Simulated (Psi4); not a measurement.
**NO2F (SMILES O=[N+]([O-])F): B3LYP/def2-SVP (sweep point 7)**

What is the vertical singlet–triplet gap of NO2F at B3LYP/def2-SVP (sweep point 7)? The job is set up through a Python script.

The results are computed with Psi4 1.11.

4 further runs of the same task are left out: 4 set aside as unsound or not needed.

## Step 1: Starting point

NO2F has 4 atoms, charge 0, and is taken as a singlet. As SMILES, `O=[N+]([O-])F`. Geometry: relaxed at GFN2-xTB.

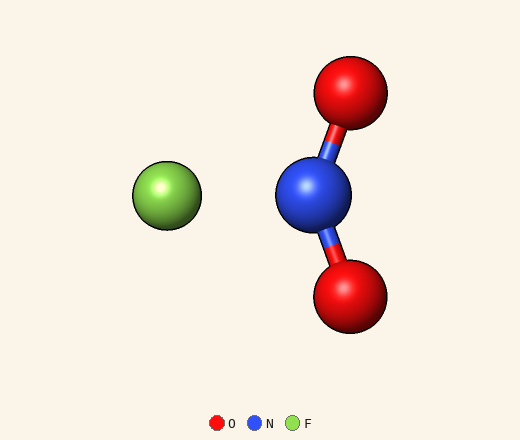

The structure, seen from a chosen angle (oxygen red, nitrogen blue, fluorine green).

## Step 2: A single-point energy at B3LYP/def2-SVP (sweep point 7)

calc.py

```python
import psi4

psi4.set_memory('1600 MB')
psi4.set_num_threads(1)
psi4.core.set_output_file('psi4.out', False)

mol = psi4.geometry("""
0 1
O      0.35666691     0.88051789     2.10829185
N      0.20732185    -0.18564669     0.23058438
O      0.89860257    -2.01098985    -0.70492454
F     -1.46259133     1.31611866    -1.63395169
units bohr
symmetry c1
""")

options = {'basis': 'def2-SVP', 'puream': True, 'scf_type': 'pk', 'dft_radial_points': 150, 'dft_spherical_points': 974}
psi4.set_options(options)

E, wfn = psi4.energy("B3LYP", return_wfn=True)
print('E =', round(E, 9))
```

Launch:

```console
$ python calc.py
```

psi4.out:

```text
[...]
  Running in c1 symmetry.
[...]
  Nuclear repulsion =  123.467880134202574
[...]
  Multiplicity = 1
[...]
  Nalpha       = 16
  Nbeta        = 16
[...]
    Number of basis functions: 56
[...]
   @RKS iter   1:  -304.47547692167933    9.91987e-02   1.28168e-02 DIIS/ADIIS
[...]
   @RKS iter   9:  -304.64639703383762   -2.23558e-08   2.63907e-07 DIIS
[...]
    Orbital Energies [Eh]
    ---------------------
    Doubly Occupied:
       1A    -24.689089     2A    -19.262808     3A    -19.262791
       4A    -14.674528     5A     -1.363489     6A     -1.205265
       7A     -1.141977     8A     -0.689448     9A     -0.648310
      10A     -0.633268    11A     -0.597138    12A     -0.436217
      13A     -0.408881    14A     -0.405265    15A     -0.397140
      16A     -0.367865
[...]
  @RKS Final Energy:  -304.64639703383762
   => Energetics <=
    Nuclear Repulsion Energy =            123.4678801342025736
    One-Electron Energy =                -663.8728285193815282
    Two-Electron Energy =                 263.6125724833594859
    DFT Exchange-Correlation Energy =     -27.8540211320181328
    Empirical Dispersion Energy =           0.0000000000000000
    VV10 Nonlocal Energy =                  0.0000000000000000
    Total Energy =                       -304.6463970338376157
[...]
 Multipole Moments:
 ------------------------------------------------------------------------------------
     Multipole            Electronic (a.u.)      Nuclear  (a.u.)        Total (a.u.)
 ------------------------------------------------------------------------------------
 L = 1.  Multiply by 2.5417464519 to convert [e a0] to [Debye]
 Dipole X            :         -0.4408486            0.6963496            0.2555010
 Dipole Y            :          0.3972840           -0.6266305           -0.2293466
 Dipole Z            :         -0.4931667            0.7779552            0.2847885
 Magnitude           :                                                    0.4460775
[...]
```

On the terminal:

```text
E = -304.646397034
```

Run time: 14 s. Hardware: 1 thread of Intel Xeon Platinum 8259CL at 2.50GHz (Skylake/Cascade Lake), shared host; peak memory 1 GiB.

## Step 3: The triplet, same level

calc.py

```python
import psi4

psi4.set_memory(1600000000)
psi4.set_num_threads(1)
psi4.set_output_file('output.dat', False)

m = psi4.geometry("""
0 3
O      0.35666691     0.88051789     2.10829185
N      0.20732185    -0.18564669     0.23058438
O      0.89860257    -2.01098985    -0.70492454
F     -1.46259133     1.31611866    -1.63395169
units bohr
symmetry c1
""")

psi4.set_options({
    'basis': 'def2-SVP',
    'reference': 'uks',
    'puream': True,
    'scf_type': 'pk',
    'dft_radial_points': 150,
    'dft_spherical_points': 974,
    'maxiter': 150,
})

E, wfn = psi4.energy("b3lyp", molecule=m, return_wfn=True)
print(f'total energy {E:.8f} hartree = {E * 27.211386:.5f} eV')
```

Launch:

```console
$ python calc.py
```

output.dat:

```text
[...]
  Running in c1 symmetry.
[...]
  Nuclear repulsion =  123.467880134202574
[...]
  Multiplicity = 3
[...]
  Nalpha       = 17
  Nbeta        = 15
[...]
    Number of basis functions: 56
[...]
   @UKS iter   1:  -304.38222680812106    1.92449e-01   8.25433e-03 ADIIS/DIIS
[...]
   @UKS iter  12:  -304.46130399961595   -1.40596e-08   5.89941e-07 DIIS
[...]
   @S^2 Observed:                2.020804832E+00
[...]
    Orbital Energies [Eh]
    ---------------------
    Alpha Occupied:
       1A    -24.716121     2A    -19.276691     3A    -19.276634
       4A    -14.575856     5A     -1.358852     6A     -1.208670
       7A     -1.160409     8A     -0.696447     9A     -0.650621
      10A     -0.647730    11A     -0.605449    12A     -0.476886
      13A     -0.441491    14A     -0.426683    15A     -0.424021
      16A     -0.414260    17A     -0.183033
    Alpha Virtual:
      18A     -0.047695    19A      0.213385    20A      0.487712
      21A      0.495325    22A      0.629014    23A      0.692809
      24A      0.712904    25A      0.810939    26A      0.848423
[...]
  @UKS Final Energy:  -304.46130399961595
   => Energetics <=
    Nuclear Repulsion Energy =            123.4678801342025736
    One-Electron Energy =                -663.8680610766539303
    Two-Electron Energy =                 263.8305479778537119
    DFT Exchange-Correlation Energy =     -27.8916710350183301
    Empirical Dispersion Energy =           0.0000000000000000
    VV10 Nonlocal Energy =                  0.0000000000000000
    Total Energy =                       -304.4613039996159500
[...]
 Multipole Moments:
 ------------------------------------------------------------------------------------
     Multipole            Electronic (a.u.)      Nuclear  (a.u.)        Total (a.u.)
 ------------------------------------------------------------------------------------
 L = 1.  Multiply by 2.5417464519 to convert [e a0] to [Debye]
 Dipole X            :         -0.5072217            0.6963496            0.1891279
 Dipole Y            :          0.4560745           -0.6266305           -0.1705560
 Dipole Z            :         -0.5659652            0.7779552            0.2119900
 Magnitude           :                                                    0.3313585
[...]
```

The script printed:

```text
total energy -304.46130400 hartree = -8284.81407 eV
```

Run time: 29 s. Hardware: 1 thread of Intel Xeon Platinum 8259CL at 2.50GHz (Skylake/Cascade Lake), shared host; peak memory 1 GiB.

## Step 4: Summary of results

At B3LYP/def2-SVP (sweep point 7):

| quantity | value |
| --- | --- |
| singlet: total energy | -304.64640 Eh |
| singlet: dipole moment | 1.13 D |
| singlet: HOMO energy | -10.01 eV |
| singlet: LUMO energy | -2.55 eV |
| singlet: HOMO–LUMO gap | 7.46 eV |
| triplet: total energy | -304.46130 Eh |
| triplet: dipole moment | 0.84 D |
| triplet: HOMO energy (highest over α and β) | -4.98 eV |
| triplet: ⟨S²⟩ | 2.021 |
| vertical energy of the triplet above the singlet | 5.037 eV |

At this shape the triplet lies 5.04 eV (486 kJ/mol) above the singlet.
